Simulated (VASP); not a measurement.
# BiPd (Sobolevskite) under strain, part 3 of 3

Aim: follow the pressure of BiPd (Sobolevskite) through compression, expansion and shear. All runs use LDA. Left out of this account: 1 further run (fields: a reference on another mesh). The start is a cell from a database of measured crystal structures.

VASP 6.6.1; LDA; plane waves and PAW (Bi_d, Pd).

Still holding for the runs below: Spin-orbit coupling is off here; with elements this heavy it splits and shifts levels by tenths of an eV or more.

So far, pressure (GPa): step 2 (bands, cell as listed) -2.67; step 3 (cell volume +4.0 %) -6.25; step 4 (cell volume +8.0 %) -9.04; step 5 (bands, sheared, principal strains -1.7, +0.1, +1.6 %) -2.60.

## (6) Bands, volume times 0.96

The cell is compressed evenly, with fractional positions held.

Contents of INCAR:

```
SYSTEM = BiPd
PREC = Accurate
ENCUT = 400
EDIFF = 1E-06
NELM = 100
ISMEAR = -1
SIGMA = 0.05
LREAL = .FALSE.
ALGO = Normal
GGA = CA
NBANDS = 39
LASPH = .TRUE.
LORBIT = 11
LWAVE = .FALSE.
LCHARG = .FALSE.
KPAR = 4
```

Contents of POSCAR:

```
BiPd
1.0
    4.1728308298      0.0000000000      0.0000000000
   -2.0864154149      3.6137775043      0.0000000000
    0.0000000000      0.0000000000      5.6130986812
Bi Pd
2 2
Direct
    0.3333333333      0.6666666667      0.2500000000
    0.6666666667      0.3333333333      0.7500000000
    0.0000000000      0.0000000000      0.0000000000
    0.0000000000      0.0000000000      0.5000000000
```

Contents of KPOINTS:

```
Automatic mesh
0
Gamma
8 8 6
0 0 0
```

Contents of KPOINTS_OPT:

```
Line mode
16
Line-mode
Reciprocal
  0.00000000   0.00000000   0.00000000 GAMMA
  0.50000000   0.00000000   0.00000000 M

  0.50000000   0.00000000   0.00000000 M
  0.33333333   0.33333333   0.00000000 K

  0.33333333   0.33333333   0.00000000 K
  0.00000000   0.00000000   0.00000000 GAMMA

  0.00000000   0.00000000   0.00000000 GAMMA
  0.00000000   0.00000000   0.50000000 A

  0.00000000   0.00000000   0.50000000 A
  0.50000000   0.00000000   0.50000000 L

  0.50000000   0.00000000   0.50000000 L
  0.33333333   0.33333333   0.50000000 H

  0.33333333   0.33333333   0.50000000 H
  0.00000000   0.00000000   0.50000000 A

  0.50000000   0.00000000   0.50000000 L
  0.50000000   0.00000000   0.00000000 M

  0.33333333   0.33333333   0.00000000 K
  0.33333333   0.33333333   0.50000000 H
```

The projector-augmented-wave data sets are Bi_d and Pd (LDA family, release 64).

The run is started by

```console
$ mpirun -np 4 vasp_std
```

What it wrote:

```text
[... set-up lines as in an earlier step ...]
 entering main loop
       N       E                     dE             d eps       ncg     rms          rms(c)
DAV:   1     0.496286678637E+03    0.49629E+03   -0.20468E+04  3164   0.131E+03
DAV:   2     0.267057847023E+02   -0.46958E+03   -0.44421E+03  3148   0.406E+02
DAV:   3    -0.219701617432E+02   -0.48676E+02   -0.47573E+02  3523   0.135E+02
DAV:   4    -0.237071360742E+02   -0.17370E+01   -0.17337E+01  3629   0.264E+01
DAV:   5    -0.237931579461E+02   -0.86022E-01   -0.86012E-01  4562   0.557E+00    0.817E+00
DAV:   6    -0.235319333216E+02    0.26122E+00   -0.36008E-01  3753   0.471E+00    0.432E+00
DAV:   7    -0.234570871803E+02    0.74846E-01   -0.10109E-01  4009   0.300E+00    0.180E+00
DAV:   8    -0.234390527714E+02    0.18034E-01   -0.63655E-02  3652   0.164E+00    0.318E-01
DAV:   9    -0.234378962474E+02    0.11565E-02   -0.60654E-03  4116   0.691E-01    0.542E-02
DAV:  10    -0.234378690599E+02    0.27188E-04   -0.25625E-04  4309   0.160E-01    0.316E-02
DAV:  11    -0.234378693807E+02   -0.32073E-06   -0.24849E-05  3947   0.277E-02    0.650E-03
DAV:  12    -0.234378693937E+02   -0.13009E-07   -0.20076E-06  2965   0.109E-02
   1 F= -.23437869E+02 E0= -.23430805E+02  d E =-.141296E-01
 Start KPOINTS_OPT (optional k-point list driver)
k-point batch [1-40\144]
       N       E                     dE             ncg
DAV:   1     0.161677815045E+05   -0.24479E+05     3187
DAV:   2    -0.252723378210E+04   -0.18695E+05     3163
DAV:   3    -0.445716088186E+04   -0.19299E+04     3496
DAV:   4    -0.452560117251E+04   -0.68440E+02     3707
DAV:   5    -0.452906213483E+04   -0.34610E+01     4618
DAV:   6    -0.452909997727E+04   -0.37842E-01     4073
DAV:   7    -0.452910110821E+04   -0.11309E-02     4599
DAV:   8    -0.452910112029E+04   -0.12089E-04     3481
DAV:   9    -0.452910112084E+04   -0.54351E-06     2283
[...]
k-point batch [121-144\144]
       N       E                     dE             ncg
DAV:   1     0.261331830711E+05   -0.23845E+05     1938
DAV:   2     0.149128410969E+05   -0.11220E+05     1893
DAV:   3     0.137491367732E+05   -0.11637E+04     2138
DAV:   4     0.137075337600E+05   -0.41603E+02     2169
DAV:   5     0.137054318794E+05   -0.21019E+01     2809
DAV:   6     0.137054033395E+05   -0.28540E-01     2367
DAV:   7     0.137054022838E+05   -0.10557E-02     2847
DAV:   8     0.137054022749E+05   -0.88491E-05     2006
DAV:   9     0.137054022746E+05   -0.34703E-06     1384
```

It took 2.1 min on 4 MPI ranks of AMD EPYC 7R43, shared host; peak memory 0.85 GiB; 8.2 min of CPU time.

From OUTCAR (step 6):

```text
   ENCUT  =  400.0 eV  29.40 Ry    5.42 a.u.   6.80  6.80  9.15*2*pi/ulx,y,z

   NELECT =      50.0000    total number of electrons

 E-fermi :   9.4017

 k-point     1 :       0.0000    0.0000    0.0000
  band No.  band energies     occupation
    ...
     18       5.7857      2.00000
     19       6.3689      2.00000
     20       6.3689      2.00000
     21       7.2510      2.00000
     22       7.2510      2.00000
     23       9.4832      0.32808
     24      10.3388      0.00000
     25      10.3388      0.00000
     26      12.4144      0.00000
     27      12.6035      0.00000
    ...

  Total        1.3285186      1.3285186      0.4222341      0.0000000      0.0000000     -0.0000000
  in kB       25.1468359     25.1468359      7.9922495      0.0000000      0.0000000     -0.0000000
  external PRESSURE =      19.4286404 kB  Pullay stress =       0.0000000 kB

 POSITION                                       TOTAL-FORCE (eV/Angst)
 -----------------------------------------------------------------------------------
     -0.00000      2.40919      1.40327        -0.000000      0.000000      0.000000
      2.08642      1.20459      4.20982         0.000000      0.000000      0.000000
      0.00000      0.00000      0.00000        -0.000000      0.000000      0.000000
      0.00000      0.00000      2.80655        -0.000000      0.000000      0.000000
 -----------------------------------------------------------------------------------
    total drift:                               -0.000000      0.000000     -0.000000

  FREE ENERGIE OF THE ION-ELECTRON SYSTEM (eV)
  ---------------------------------------------------
  free  energy   TOTEN  =       -23.4378693937 eV

  energy  without entropy=      -23.4237397632  energy(sigma->0) =      -23.43080458

[... 5 parts as in an earlier step ...]

[... 11 further parts left out ...]
```

Numbers from this step:

* irreducible k-points: 40
* symmetry operations: 24
* free energy (TOTEN): -23.44 eV
* energy at zero smearing: -23.43 eV
* Fermi energy: 9.402 eV
* pressure: 1.943 GPa

Electronic bands along the path, in eV, zero at the Fermi level; # counts the bands kept, so #1 is VASP's band 13:

```tsv
point	#10	#11	#12	#13	#14	#15	#16	#17
Γ	-2.15	0.08	0.94	0.94	3.01	3.20	3.36	3.36
M	-2.26	-2.14	-2.11	-2.10	-1.23	1.81	4.38	4.59
K	-2.19	-2.03	-1.49	-0.22	-0.22	0.36	0.36	3.75
Γ	-2.15	0.08	0.94	0.94	3.01	3.20	3.36	3.36
A	-3.05	-0.79	-0.79	2.54	2.54	2.54	2.54	5.39
L	-2.86	-2.54	-2.54	0.73	0.73	1.68	1.68	4.88
H	-2.97	-2.19	-2.19	-1.63	-1.63	4.25	4.25	6.44
A	-3.05	-0.79	-0.79	2.54	2.54	2.54	2.54	5.39
jump to L	-2.86	-2.54	-2.54	0.73	0.73	1.68	1.68	4.88
M	-2.26	-2.14	-2.11	-2.10	-1.23	1.81	4.38	4.59
jump to K	-2.19	-2.03	-1.49	-0.22	-0.22	0.36	0.36	3.75
H	-2.97	-2.19	-2.19	-1.63	-1.63	4.25	4.25	6.44
```

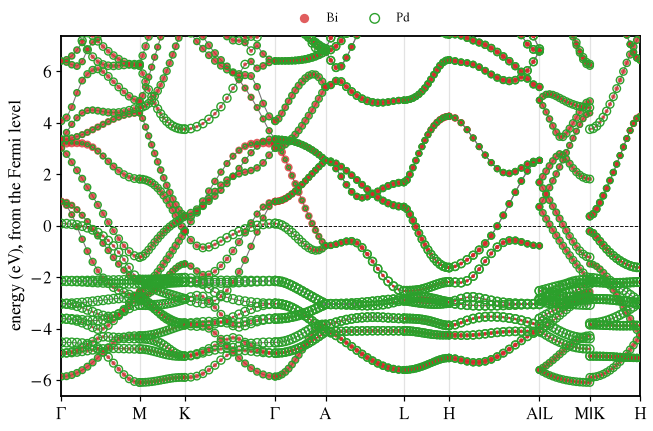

Electronic bands along the path; dots are coloured as in the legend, and their area grows with the weight.

 The pressure is 1.94 GPa.

Between step 2 and this run (cell volume -4.0 %) the value for the pressure moves from -2.67 GPa to 1.94 GPa.

## (7) Bands, volume times 0.92

The cell is scaled evenly once more. A prediction first. A parabola through the 4 pressures of evenly scaled cells so far, P = -2.65 -102.2 t +251 t² GPa with t = ln(V/V₁) and V₁ the volume at scale 1, gives 7.61 GPa at t = -0.0834.

INCAR is that of step 6.

Contents of POSCAR:

```
BiPd
1.0
    4.1140507349      0.0000000000      0.0000000000
   -2.0570253675      3.5628724489      0.0000000000
    0.0000000000      0.0000000000      5.5340304212
Bi Pd
2 2
Direct
    0.3333333333      0.6666666667      0.2500000000
    0.6666666667      0.3333333333      0.7500000000
    0.0000000000      0.0000000000      0.0000000000
    0.0000000000      0.0000000000      0.5000000000
```

KPOINTS is that of step 6.

KPOINTS_OPT is that of step 6.

The run is started by

```console
$ mpirun -np 4 vasp_std
```

What it wrote:

```text
[... set-up lines as in an earlier step ...]
 entering main loop
       N       E                     dE             d eps       ncg     rms          rms(c)
DAV:   1     0.499923316546E+03    0.49992E+03   -0.20585E+04  3157   0.133E+03
DAV:   2     0.269909937704E+02   -0.47293E+03   -0.44665E+03  3148   0.411E+02
DAV:   3    -0.219092481394E+02   -0.48900E+02   -0.47949E+02  3507   0.136E+02
DAV:   4    -0.236151538123E+02   -0.17059E+01   -0.17028E+01  3659   0.263E+01
DAV:   5    -0.237015351682E+02   -0.86381E-01   -0.86372E-01  4644   0.564E+00    0.937E+00
DAV:   6    -0.234273075604E+02    0.27423E+00   -0.36541E-01  3721   0.483E+00    0.499E+00
DAV:   7    -0.233453144699E+02    0.81993E-01   -0.10611E-01  4045   0.316E+00    0.193E+00
DAV:   8    -0.233270130532E+02    0.18301E-01   -0.61635E-02  3586   0.165E+00    0.299E-01
DAV:   9    -0.233259111361E+02    0.11019E-02   -0.60168E-03  4220   0.689E-01    0.546E-02
DAV:  10    -0.233258863937E+02    0.24742E-04   -0.25803E-04  4216   0.160E-01    0.305E-02
DAV:  11    -0.233258867563E+02   -0.36268E-06   -0.26421E-05  4037   0.280E-02    0.642E-03
DAV:  12    -0.233258867256E+02    0.30776E-07   -0.22504E-06  2971   0.109E-02
   1 F= -.23325887E+02 E0= -.23319769E+02  d E =-.122353E-01
 Start KPOINTS_OPT (optional k-point list driver)
k-point batch [1-40\144]
       N       E                     dE             ncg
DAV:   1     0.174213687947E+05   -0.24364E+05     3218
DAV:   2    -0.142321203367E+04   -0.18845E+05     3143
DAV:   3    -0.339105054589E+04   -0.19678E+04     3518
DAV:   4    -0.346012308735E+04   -0.69073E+02     3717
DAV:   5    -0.346356393172E+04   -0.34408E+01     4669
DAV:   6    -0.346359875898E+04   -0.34827E-01     4005
DAV:   7    -0.346359985944E+04   -0.11005E-02     4669
DAV:   8    -0.346359987072E+04   -0.11278E-04     3445
DAV:   9    -0.346359987125E+04   -0.53286E-06     2267
[...]
k-point batch [121-144\144]
       N       E                     dE             ncg
DAV:   1     0.278006795009E+05   -0.23390E+05     1937
DAV:   2     0.164189258930E+05   -0.11382E+05     1893
DAV:   3     0.152124352611E+05   -0.12065E+04     2105
DAV:   4     0.151687630622E+05   -0.43672E+02     2196
DAV:   5     0.151665203310E+05   -0.22427E+01     2872
DAV:   6     0.151665001489E+05   -0.20182E-01     2401
DAV:   7     0.151664995565E+05   -0.59246E-03     2864
DAV:   8     0.151664995495E+05   -0.70254E-05     2033
DAV:   9     0.151664995491E+05   -0.32377E-06     1377
```

Elapsed: 1.9 min, on 4 MPI ranks; peak memory 0.82 GiB.

OUTCAR, selected parts (step 7):

```text
   ENCUT  =  400.0 eV  29.40 Ry    5.42 a.u.   6.71  6.71  9.02*2*pi/ulx,y,z

   NELECT =      50.0000    total number of electrons

 E-fermi :  10.0885

 k-point     1 :       0.0000    0.0000    0.0000
  band No.  band energies     occupation
    ...
     18       6.2239      2.00000
     19       6.8662      2.00000
     20       6.8662      2.00000
     21       7.7953      2.00000
     22       7.7953      2.00000
     23      10.1784      0.28438
     24      11.0424      0.00000
     25      11.0424      0.00000
     26      13.0886      0.00000
     27      13.4160      0.00000
    ...

  Total        4.3072885      4.3072885      3.4162881     -0.0000000      0.0000000      0.0000000
  in kB       85.0752205     85.0752206     67.4766657     -0.0000000      0.0000000      0.0000000
  external PRESSURE =      79.2090356 kB  Pullay stress =       0.0000000 kB

 POSITION                                       TOTAL-FORCE (eV/Angst)
 -----------------------------------------------------------------------------------
     -0.00000      2.37525      1.38351         0.000000      0.000000      0.000000
      2.05703      1.18762      4.15052        -0.000000     -0.000000      0.000000
      0.00000      0.00000      0.00000         0.000000      0.000000      0.000000
      0.00000      0.00000      2.76702         0.000000      0.000000      0.000000
 -----------------------------------------------------------------------------------
    total drift:                               -0.000000      0.000000      0.000000

  FREE ENERGIE OF THE ION-ELECTRON SYSTEM (eV)
  ---------------------------------------------------
  free  energy   TOTEN  =       -23.3258867256 eV

  energy  without entropy=      -23.3136514703  energy(sigma->0) =      -23.31976910

[... 4 parts as in an earlier step ...]

[... 12 further parts left out ...]
```

This step gave:

* free energy (TOTEN): -23.33 eV
* energy at zero smearing: -23.32 eV
* Fermi energy: 10.09 eV
* pressure: 7.921 GPa

Electronic bands along the path, in eV, zero at the Fermi level; # counts the bands kept, so #1 is VASP's band 13:

```tsv
point	#10	#11	#12	#13	#14	#15	#16	#17
Γ	-2.29	0.09	0.95	0.95	3.00	3.33	3.52	3.52
M	-2.41	-2.29	-2.25	-2.24	-1.19	1.89	4.59	4.64
K	-2.33	-2.16	-1.61	-0.28	-0.28	0.40	0.40	3.89
Γ	-2.29	0.09	0.95	0.95	3.00	3.33	3.52	3.52
A	-3.26	-0.75	-0.75	2.64	2.64	2.64	2.64	5.47
L	-3.05	-2.71	-2.71	0.73	0.73	1.80	1.80	5.00
H	-3.17	-2.29	-2.29	-1.75	-1.75	4.44	4.44	6.61
A	-3.26	-0.75	-0.75	2.64	2.64	2.64	2.64	5.47
jump to L	-3.05	-2.71	-2.71	0.73	0.73	1.80	1.80	5.00
M	-2.41	-2.29	-2.25	-2.24	-1.19	1.89	4.59	4.64
jump to K	-2.33	-2.16	-1.61	-0.28	-0.28	0.40	0.40	3.89
H	-3.17	-2.29	-2.29	-1.75	-1.75	4.44	4.44	6.61
```

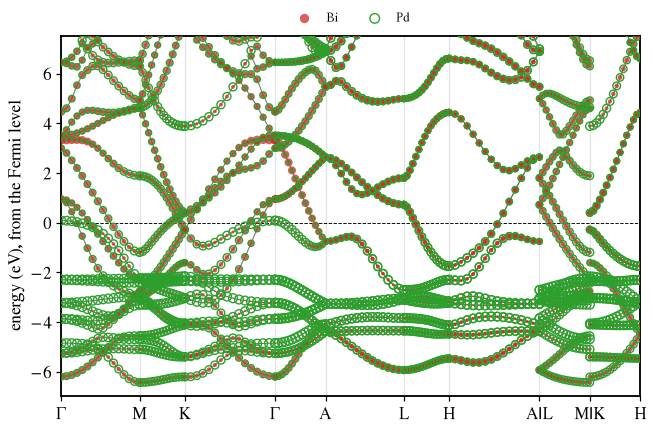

Electronic bands along the path; dots are coloured as in the legend, and their area grows with the weight.

 The pressure is 7.92 GPa. The parabola predicted 7.61 GPa, -0.31 GPa off.

## (8) Bands, atoms displaced by up to 0.43 Å

The atoms are moved off their sites at random, as a crude picture of disorder.

INCAR is that of step 7.

Contents of POSCAR:

```
BiPd
1.0
    4.2300000000      0.0000000000      0.0000000000
   -2.1150000000      3.6632874580      0.0000000000
    0.0000000000      0.0000000000      5.6900000000
Bi Pd
2 2
Direct
    0.3470470000      0.7034630000      0.2462640000
    0.6446670000      0.3448490000      0.7306050000
   -0.0521350000      0.0568910000      0.0257430000
    0.0113720000      0.0077750000      0.5021180000
```

KPOINTS is that of step 7.

KPOINTS_OPT is that of step 7.

The run is started by

```console
$ mpirun -np 4 vasp_std
```

What it wrote:

```text
[... set-up lines as in an earlier step ...]
 entering main loop
       N       E                     dE             d eps       ncg     rms          rms(c)
DAV:   1     0.488016400597E+03    0.48802E+03   -0.20563E+04 15431   0.130E+03
DAV:   2     0.256577334214E+02   -0.46236E+03   -0.43789E+03 15422   0.400E+02
DAV:   3    -0.216951250072E+02   -0.47353E+02   -0.46407E+02 17188   0.134E+02
DAV:   4    -0.233493998394E+02   -0.16543E+01   -0.16515E+01 17919   0.261E+01
DAV:   5    -0.234314771967E+02   -0.82077E-01   -0.82069E-01 22498   0.552E+00    0.771E+00
DAV:   6    -0.231640499149E+02    0.26743E+00   -0.35133E-01 18822   0.464E+00    0.407E+00
DAV:   7    -0.230898493753E+02    0.74201E-01   -0.11980E-01 19835   0.330E+00    0.166E+00
DAV:   8    -0.230737856363E+02    0.16064E-01   -0.65699E-02 19089   0.207E+00    0.376E-01
DAV:   9    -0.230726138019E+02    0.11718E-02   -0.57739E-03 19227   0.854E-01    0.225E-01
DAV:  10    -0.230720401086E+02    0.57369E-03   -0.19491E-03 19262   0.434E-01    0.456E-02
DAV:  11    -0.230720335493E+02    0.65593E-05   -0.14104E-04 19705   0.997E-02    0.197E-02
DAV:  12    -0.230720349239E+02   -0.13747E-05   -0.17003E-05 19358   0.351E-02    0.664E-03
DAV:  13    -0.230720349139E+02    0.10077E-07   -0.17964E-06 12751   0.135E-02
   1 F= -.23072035E+02 E0= -.23063291E+02  d E =-.174878E-01
 Start KPOINTS_OPT (optional k-point list driver)
k-point batch [1-144\144]
       N       E                     dE             ncg
DAV:   1     0.573974869084E+05   -0.91924E+05    11395
DAV:   2    -0.894488794196E+04   -0.66342E+05    11359
DAV:   3    -0.158103213564E+05   -0.68654E+04    12621
DAV:   4    -0.160555282068E+05   -0.24521E+03    13197
DAV:   5    -0.160677056626E+05   -0.12177E+02    16631
DAV:   6    -0.160678670153E+05   -0.16135E+00    14429
DAV:   7    -0.160678716702E+05   -0.46549E-02    16691
DAV:   8    -0.160678717244E+05   -0.54216E-04    12431
DAV:   9    -0.160678717265E+05   -0.20196E-05     8129
DAV:  10    -0.160678717271E+05   -0.67881E-06     8514
```

The job ended after 3.5 min (4 MPI ranks; peak memory 2.5 GiB; 14 min of CPU time).

From OUTCAR (step 8):

```text
   NELECT =      50.0000    total number of electrons

 E-fermi :   8.8022

 k-point     1 :       0.0000    0.0000    0.0000
  band No.  band energies     occupation
    ...
     19       5.7810      2.00000
     20       5.8174      2.00000
     21       6.4186      2.00000
     22       6.4952      2.00000
     23       8.4572      1.99798
     24       9.8022      0.00000
     25      10.2937      0.00000
     26      11.2623      0.00000
     27      11.7599      0.00000
     28      11.9098      0.00000
    ...

  Total        0.8993899      0.1736290     -0.6612887      1.6358415     -0.3480753     -0.1289010
  in kB       16.3431196      3.1550724    -12.0165009     29.7254326     -6.3249946     -2.3423047
  external PRESSURE =       2.4938970 kB  Pullay stress =       0.0000000 kB

 POSITION                                       TOTAL-FORCE (eV/Angst)
 -----------------------------------------------------------------------------------
     -0.01982      2.57699      1.40124        -1.078537     -0.451961      0.565895
      1.99759      1.26328      4.15714         0.204460      0.325900      0.569997
      3.88914      0.20841      0.14648         1.297280      0.081850     -1.370272
      0.03166      0.02848      2.85705        -0.423203      0.044210      0.234380
 -----------------------------------------------------------------------------------
    total drift:                                0.000044      0.000327      0.000333

  FREE ENERGIE OF THE ION-ELECTRON SYSTEM (eV)
  ---------------------------------------------------
  free  energy   TOTEN  =       -23.0720349139 eV

  energy  without entropy=      -23.0545471055  energy(sigma->0) =      -23.06329101

[... 5 parts as in an earlier step ...]

[... 12 further parts left out ...]
```

This step gave:

```yaml
scf_cycles: 13
irreducible_k_points: 196
symmetry_operations: 1
free_energy_toten: -23.07 eV
energy_at_zero_smearing: -23.06 eV
fermi_energy: 8.802 eV
pressure: 0.2494 GPa
```

Electronic bands along the path, in eV, zero at the Fermi level; # counts the bands kept, so #1 is VASP's band 13:

```tsv
point	#10	#11	#12	#13	#14	#15	#16	#17
Γ	-2.31	-0.34	1.00	1.49	2.46	2.96	3.11	3.56
M	-2.45	-2.17	-2.04	-1.79	-1.24	1.76	3.72	4.41
K	-2.20	-2.17	-1.25	-0.45	-0.08	0.30	0.48	3.50
Γ	-2.31	-0.34	1.00	1.49	2.46	2.96	3.11	3.56
A	-2.64	-0.87	-0.39	2.14	2.24	2.51	2.57	5.08
L	-2.68	-2.47	-2.25	0.21	0.72	1.35	1.63	4.75
H	-2.65	-2.12	-2.02	-1.66	-1.41	3.80	4.00	6.28
A	-2.64	-0.87	-0.39	2.14	2.24	2.51	2.57	5.08
jump to L	-2.68	-2.47	-2.25	0.21	0.72	1.35	1.63	4.75
M	-2.45	-2.17	-2.04	-1.79	-1.24	1.76	3.72	4.41
jump to K	-2.20	-2.17	-1.25	-0.45	-0.08	0.30	0.48	3.50
H	-2.65	-2.12	-2.02	-1.66	-1.41	3.80	4.00	6.28
```

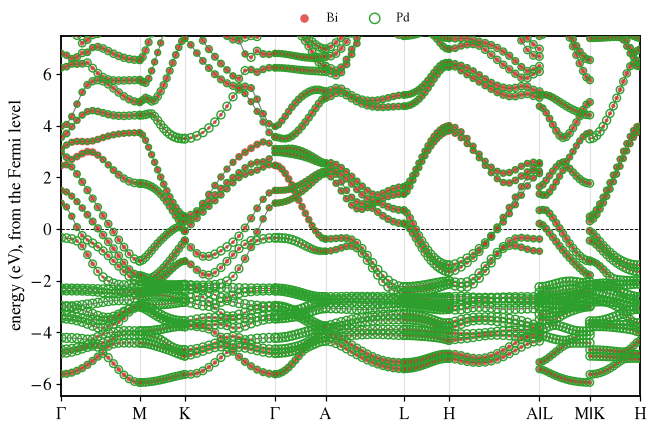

Electronic bands along the path; dots are coloured as in the legend, and their area grows with the weight.

Force by atom:

```tsv
atom	x (eV/Å)	y (eV/Å)	z (eV/Å)	size
Bi1	-1.08	-0.45	0.57	1.30
Bi2	0.20	0.33	0.57	0.69
Pd3	1.30	0.08	-1.37	1.89
Pd4	-0.42	0.04	0.23	0.49
```

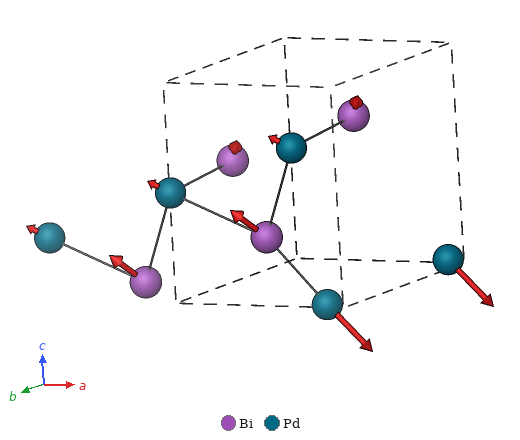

Force as arrows, the longest 1.89 eV/Å. Bonds to atoms that aren't drawn are left out. 1×2×1 cells are drawn. Some periodic images of atoms are drawn too.

 The pressure is 0.25 GPa, and the symmetry operations fall from 24 to 1.

## (9) Side by side

| cell | mesh | pressure (GPa) | gap (eV) |
| --- | --- | --- | --- |
| cell as listed | 8×8×6 | -2.67 | none |
| volume times 1.04 | 8×8×6 | -6.25 | none |
| volume times 1.08 | 8×8×6 | -9.04 | none |
| sheared, principal strains -1.7, +0.1, +1.6 % | 8×8×6 | -2.60 | none |
| volume times 0.96 | 8×8×6 | 1.94 | none |
| volume times 0.92 | 8×8×6 | 7.92 | none |
| atoms displaced by up to 0.43 Å | 8×8×6 | 0.25 | none |

## (10) Outcome

- pressure, cell as listed: -2.67 GPa
- pressure, volume times 1.04: -6.25 GPa
- pressure, volume times 1.08: -9.04 GPa
- pressure, sheared, principal strains -1.7, +0.1, +1.6 %: -2.60 GPa
- pressure, volume times 0.96: 1.94 GPa
- pressure, volume times 0.92: 7.92 GPa
- pressure, atoms displaced by up to 0.43 Å: 0.249 GPa
- bulk modulus at the listed volume, shape and positions held: 104 GPa

**Reading.** The slope of pressure against ln V at the listed volume gives a bulk modulus of 104 GPa at fixed shape and positions. Spin-orbit coupling is left out, and with elements this heavy it would split and shift bands near the Fermi level.

[Lines on the potential files, build, host, timing and source positions are cut from VASP's logs without a mark.]

[Logs are printed without paths, hosts, clocks, repeated set-up lines and the standing remarks that a program may print on its own settings, such as how far it seeks lower states.]

[Hosts, paths, dates, database ids (printed as entryN), source tags and the programs' standing remarks are cut or masked in the printed files.]

[A measured line is paired with the nearest computed mode of its activity, which favours agreement.]
